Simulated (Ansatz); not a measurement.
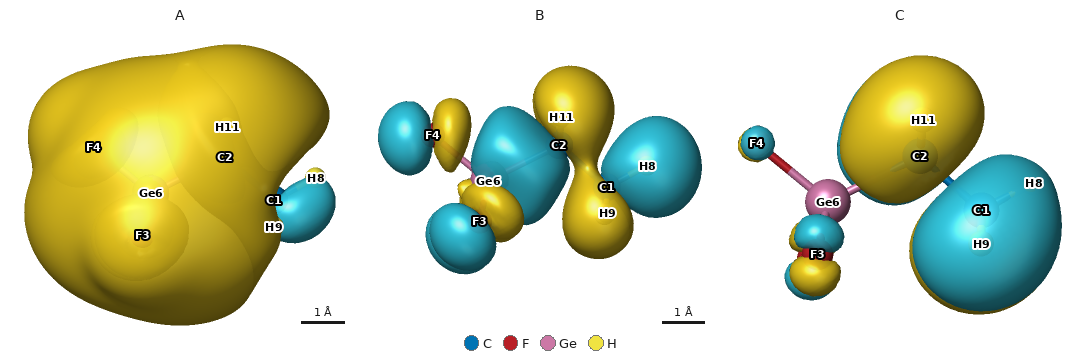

Figure 1: C$_{2}$H$_{5}$F$_{3}$Ge (SMILES C[CH2][Ge]([F])([F])[F]). Three frontier orbitals at ±0.04 Å⁻³ᐟ² (yellow and cyan are the two phases), in no order.

Geometry: PBE0-D3(BJ)/def2-SVP.

All numbers below come from isolated molecule in a Gaussian basis; Kohn-Sham density functional theory, functional PBE0 in Ansatz 0.2.0.

```xyz
11

C    -1.7549   -0.8418    0.4294
C    -1.3235    0.6076    0.2323
F    -0.4165    0.1872   -2.6330
F     0.5808    2.3976   -1.3578
F     1.4806   -0.1018   -0.6896
Ge    0.0586    0.7815   -1.0892
H    -0.9162   -1.4700    0.7640
H    -2.5473   -0.9089    1.1895
H    -2.1471   -1.2757   -0.5022
H    -0.9284    1.0521    1.1594
H    -2.1568    1.2463   -0.1009
```

Order the three orbitals by energy and name them.

C is the HOMO−1 (−10.85 eV). By Hirshfeld shares it lies mainly on C1 (about 30 %), C2 (about 20 %), H7 (about 15 %), H9 (about 15 %), H10 (about 10 %) and H11 (about 10 %). B is the HOMO (−9.88 eV). Its weight (Hirshfeld) is mainly on C2 (about 25 %), Ge6 (about 15 %), C1 (about 15 %), H8 (about 10 %), F4 (about 5 %), F3 (about 5 %) and F5 (about 5 %). A is the LUMO (−0.55 eV). It lies mainly on Ge6 (about 40 %), C2 (about 10 %), F5 (about 10 %), F3 (about 10 %) and F4 (about 10 %).

What is the HOMO–LUMO gap?

9.33 eV between the orbital energies.
